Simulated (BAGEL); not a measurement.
# SiHF3 (SMILES [H][Si](F)(F)F) at HF/3-21G (density fitting with qzvpp-jkfit)

Aim: the vertical ionisation energy of SiHF3 at HF/3-21G (density fitting with qzvpp-jkfit), from 2 runs. 

The calculation is run with BAGEL 1.2.2.

2 further runs of the same task are left out: 2 that didn't finish. Runs told in other sessions of the task aren't counted.

## Step 1: The structure to begin with

SiHF3: 5 atoms, total charge 0, spin state singlet. As SMILES, `[H][Si](F)(F)F`. The coordinates come from a GFN2-xTB relaxation.

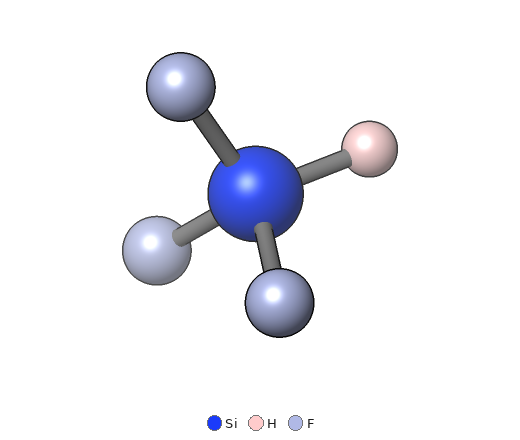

The structure, seen from a chosen angle (silicon blue, hydrogen pink, fluorine light blue).

## Step 2: The energy at HF/3-21G (density fitting with qzvpp-jkfit)

Contents of hf.json:

```json
{ "bagel": [

{
  "title": "molecule",
  "basis": "3-21g",
  "df_basis": "qzvpp-jkfit",
  "angstrom": true,
  "geometry": [
    { "atom": "Si", "xyz": [    0.000340,   -0.000830,    0.089700 ] },
    { "atom": "H", "xyz": [    0.013020,   -0.018610,    1.516860 ] },
    { "atom": "F", "xyz": [    1.447640,    0.010870,   -0.544430 ] },
    { "atom": "F", "xyz": [   -0.734060,    1.260040,   -0.516490 ] },
    { "atom": "F", "xyz": [   -0.726940,   -1.251460,   -0.545640 ] }
  ]
},
{ "title": "hf" },
{ "title": "print", "file": "orbitals.molden", "orbitals": true }

]}
```

Command:

```console
$ BAGEL_NUM_THREADS=1 BAGEL hf.json > hf.out
```

Output:

```text
* using 1 threads per process

  ===============================================================
  ===============================================================

  *** Geometry ***

  { "atom" : "Si", "xyz" : [      0.000643,     -0.001568,      0.169508 ] },
  { "atom" : "H", "xyz" : [      0.024604,     -0.035168,      2.866450 ] },
  { "atom" : "F", "xyz" : [      2.735643,      0.020541,     -1.028824 ] },
  { "atom" : "F", "xyz" : [     -1.387172,      2.381131,     -0.976025 ] },
  { "atom" : "F", "xyz" : [     -1.373718,     -2.364917,     -1.031110 ] },

  Number of auxiliary basis functions:      377

  Since a DF basis is specified, we compute 2- and 3-index integrals:
    o Being stored without compression. Storage requirement is 0.005 GB

  Number of basis functions:       42
  Number of electrons      :       42

    * METHOD: MOLECULE                             0.09

  *** RHF ***

  === Nuclear Repulsion ===
   188.6278466158

      * DIIS with orbital gradients will be used.

  === RHF iteration (3-21g) ===
      0       -584.68041960          0.03662339           0.02
      1       -584.82509760          0.02028497           0.02
      2       -584.87334815          0.00096788           0.02
      3       -584.87366437          0.00016848           0.02
      4       -584.87367575          0.00003295           0.02
      5       -584.87367618          0.00000441           0.02
      6       -584.87367619          0.00000050           0.02
      7       -584.87367619          0.00000017           0.02
      8       -584.87367619          0.00000005           0.02
      9       -584.87367619          0.00000001           0.02
     10       -584.87367619          0.00000000           0.02
    * SCF iteration converged.

    * Permanent dipole moment:
           (   -0.007104,     0.011675,    -1.062145) a.u.

    * METHOD: HF                                   0.29

    * METHOD: PRINT                                0.00

  ===============================================================
```

Wall time 0.52 s (1 thread of Arm Neoverse V1, shared host); peak memory 0.085 GiB.

## Step 3: The doublet cation

Contents of job.json:

```json
{ "bagel": [

{
  "title": "molecule",
  "basis": "3-21g",
  "df_basis": "qzvpp-jkfit",
  "angstrom": true,
  "geometry": [
    { "atom": "Si", "xyz": [       0.000340,      -0.000830,       0.089700 ] },
    { "atom": "H", "xyz": [       0.013020,      -0.018610,       1.516860 ] },
    { "atom": "F", "xyz": [       1.447640,       0.010870,      -0.544430 ] },
    { "atom": "F", "xyz": [      -0.734060,       1.260040,      -0.516490 ] },
    { "atom": "F", "xyz": [      -0.726940,      -1.251460,      -0.545640 ] }
  ]
},

{
  "title": "uhf",
  "charge": 1,
  "nopen": 1
},

{
  "title": "print",
  "file": "orbitals.molden",
  "orbitals": true
}

]}
```

Command:

```console
$ BAGEL_NUM_THREADS=1 BAGEL job.json > job.out
```

Output:

```text
* using 1 threads per process

  ===============================================================
  ===============================================================

  *** Geometry ***

  { "atom" : "Si", "xyz" : [      0.000643,     -0.001568,      0.169508 ] },
  { "atom" : "H", "xyz" : [      0.024604,     -0.035168,      2.866450 ] },
  { "atom" : "F", "xyz" : [      2.735643,      0.020541,     -1.028824 ] },
  { "atom" : "F", "xyz" : [     -1.387172,      2.381131,     -0.976025 ] },
  { "atom" : "F", "xyz" : [     -1.373718,     -2.364917,     -1.031110 ] },

  Number of auxiliary basis functions:      377

  Since a DF basis is specified, we compute 2- and 3-index integrals:
    o Being stored without compression. Storage requirement is 0.005 GB

  Number of basis functions:       42
  Number of electrons      :       42

    * METHOD: MOLECULE                             0.09

  *** Open-shell HF ***

  === Nuclear Repulsion ===
   188.6278466158

      * DIIS with orbital gradients will be used.

  === UHF iteration (3-21g) ===
      0       -584.07222615          0.07255500           0.04
      1       -584.24870498          0.04890548           0.04
      2       -584.29799264          0.02965335           0.04
      3       -584.32470254          0.00119230           0.04
      4       -584.32536031          0.00029857           0.04
      5       -584.32543096          0.00009538           0.04
      6       -584.32544295          0.00007251           0.04
      7       -584.32544815          0.00004731           0.04
      8       -584.32544950          0.00002598           0.04
      9       -584.32544967          0.00001174           0.04
     10       -584.32544974          0.00000771           0.04
     11       -584.32544977          0.00000590           0.04
     12       -584.32544978          0.00000505           0.04
     13       -584.32544980          0.00000430           0.04
     14       -584.32544982          0.00000408           0.04
     15       -584.32544985          0.00000250           0.04
     16       -584.32544986          0.00000133           0.04
     17       -584.32544987          0.00000090           0.04
     18       -584.32544987          0.00000072           0.04
     19       -584.32544987          0.00000052           0.04
     20       -584.32544987          0.00000027           0.04
     21       -584.32544987          0.00000025           0.04
     22       -584.32544987          0.00000018           0.04
     23       -584.32544987          0.00000015           0.04
     24       -584.32544987          0.00000011           0.04
     25       -584.32544987          0.00000008           0.04
     26       -584.32544987          0.00000005           0.04
     27       -584.32544987          0.00000004           0.04
     28       -584.32544987          0.00000003           0.04
     29       -584.32544987          0.00000003           0.04
     30       -584.32544987          0.00000002           0.04
     31       -584.32544987          0.00000001           0.04
     32       -584.32544987          0.00000001           0.04
    * SCF iteration converged.

    * S^2 (UHF) is 0.7775

    * Permanent dipole moment:
           (   -0.027388,     0.031911,    -2.492131) a.u.

    * METHOD: UHF                                  1.32

    * METHOD: PRINT                                0.00

  ===============================================================
```

Run time: 1.6 s. Hardware: 1 thread of Arm Neoverse V1, shared host; peak memory 0.085 GiB.

## Step 4: Results

At HF/3-21G (density fitting with qzvpp-jkfit):

```
                                          quantity          value
                       singlet SiHF3: total energy  -584.87368 Eh
                      singlet SiHF3: dipole moment         2.70 D
                        singlet SiHF3: HOMO energy      -15.69 eV
                        singlet SiHF3: LUMO energy        5.45 eV
                      singlet SiHF3: HOMO–LUMO gap       21.14 eV
                      doublet cation: total energy  -584.32545 Eh
                              doublet cation: ⟨S²⟩          0.777
vertical ionisation energy (to the doublet cation)      14.918 eV
```

**Reading.** The vertical ionisation energy comes to 14.92 eV (1439 kJ/mol). −ε(HOMO) before ionisation, 15.69 eV, is 0.77 eV above this ionisation energy.
